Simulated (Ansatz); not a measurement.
Starting cell, BP (zinc blende):

```yaml
crystal:
  lattice:
    - [0.00000, 4.54847, 4.54847]
    - [2.27424, 0.00000, 2.27424]
    - [2.27424, 2.27424, 0.00000]
  atoms:
    - { symbol: P, position: [0.37500, 0.75000, 0.75000] }
    - { symbol: P, position: [0.87500, 0.75000, 0.75000] }
    - { symbol: B, position: [0.00000, 0.00000, 0.00000] }
    - { symbol: B, position: [0.50000, 0.00000, 0.00000] }
```

The atoms are displaced by Q × the pattern below (from a DFPT mode at L = (0.5, 0.0, 0.0), largest move 1; Q in Å), at fixed cell. (q is in reciprocal vectors of the primitive cell; the cell shown is doubled to hold the pattern.)

```tsv
atom	x	y	z
P1	-0.577	0.577	0.577
P2	0.577	-0.577	-0.577
B3	0.066	-0.066	-0.066
B4	-0.066	0.066	0.066
```

Calculation: PBE (plane waves to 420 eV, PAW, scalar-relativistic; Ansatz, a quantum-chemistry and plane-wave program). k mesh 6×12×12 (Γ-centred), Fermi-Dirac smearing 0.05 eV. The energy includes the smearing's −TS. BP was relaxed with its symmetry unable to fall. The zero of ΔE is the undisplaced structure.

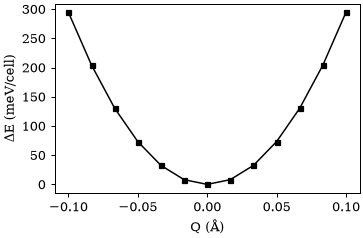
Figure: ΔE (meV/cell) against Q (Å); markers are the computed points, lines only join them.

Problem. What is the energy change at Q = 0.100 Å?

Solution. About 290 meV/cell.

Problem. What harmonic wavenumber does the curvature at Q = 0 give?

Solution. About 510 cm⁻¹.

(A displaced cell: forces are minus the slopes of the energy, force constants its curvatures, and phonons follow from these.)
